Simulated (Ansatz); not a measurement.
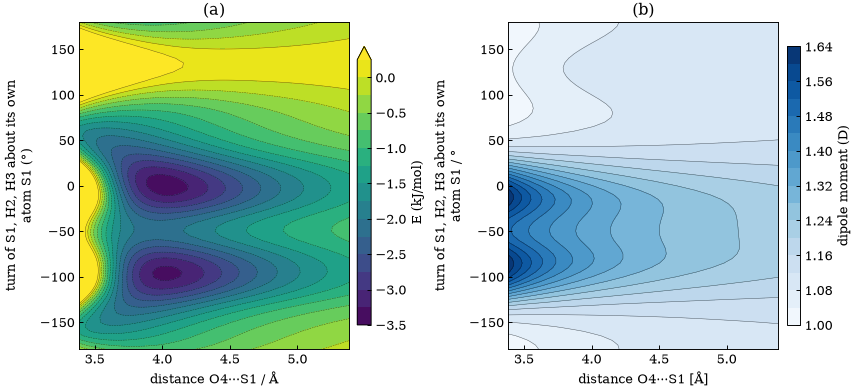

The pair H₂S···CO₂. The turn is about an axis along (−0.82, −0.58, 0.03) in the frame of the relaxed pair, normal to the line between the partners. The first coordinate is: distance O4···S1; the second: turn of S1, H2, H3 about its own atom S1. The scan uses a 15 × 15 grid. Points are written as (first, second). Energies are in kJ/mol, from the two partners far apart, frozen as in the relaxed pair, each in its own basis (no counterpoise correction). Method: RHF/def2-SVPD in Ansatz.

Panel (a) is the energy; panel (b) is the computed dipole moment, in D.

The picture shows filled contours, one colour for all values above the top of the scale. Between grid points the surface is interpolated.

> How does the dipole moment vary over the map, and what is it at the lowest grid point?

Leaving out the highest fifth of the energies, it runs from 1.01 D at (3.383 Å, −180°) to 1.49 D at (3.615 Å, −84°). At the lowest grid point, (3.994 Å, 12°), it is 1.27 D.

```csv
"second ↓, first →",3.383,3.433,3.515,3.615,3.730,3.857,3.994,4.141,4.297,4.461,4.632,4.810,4.995,5.186,5.383
156,1.02,1.03,1.04,1.05,1.06,1.07,1.08,1.09,1.09,1.10,1.10,1.11,1.11,1.11,1.11
132,1.03,1.04,1.05,1.06,1.08,1.08,1.09,1.10,1.10,1.11,1.11,1.11,1.12,1.12,1.12
108,1.03,1.03,1.05,1.06,1.07,1.08,1.08,1.09,1.10,1.10,1.11,1.11,1.11,1.11,1.12
84,1.02,1.02,1.03,1.04,1.05,1.06,1.07,1.08,1.09,1.09,1.10,1.10,1.10,1.11,1.11
60,1.05,1.06,1.06,1.07,1.07,1.08,1.08,1.09,1.09,1.10,1.10,1.11,1.11,1.11,1.11
36,1.17,1.17,1.16,1.16,1.15,1.15,1.14,1.14,1.14,1.14,1.14,1.14,1.14,1.14,1.14
12,1.45,1.43,1.39,1.35,1.32,1.29,1.27,1.25,1.23,1.22,1.21,1.20,1.19,1.18,1.18
−12,1.63,1.59,1.54,1.49,1.44,1.39,1.36,1.33,1.30,1.28,1.26,1.25,1.23,1.22,1.22
−36,1.52,1.50,1.47,1.44,1.40,1.37,1.35,1.32,1.30,1.29,1.27,1.26,1.24,1.23,1.23
−60,1.51,1.49,1.46,1.43,1.40,1.37,1.35,1.32,1.30,1.29,1.27,1.26,1.25,1.24,1.23
−84,1.63,1.59,1.54,1.49,1.44,1.40,1.36,1.33,1.31,1.29,1.27,1.25,1.24,1.23,1.22
−108,1.50,1.47,1.42,1.38,1.34,1.31,1.29,1.26,1.24,1.23,1.22,1.21,1.20,1.19,1.19
−132,1.20,1.19,1.18,1.18,1.17,1.16,1.16,1.15,1.15,1.15,1.15,1.15,1.15,1.14,1.14
−156,1.06,1.06,1.07,1.07,1.08,1.08,1.09,1.09,1.10,1.10,1.11,1.11,1.11,1.11,1.12
−180,1.01,1.02,1.03,1.04,1.05,1.06,1.07,1.08,1.08,1.09,1.09,1.10,1.10,1.11,1.11
```
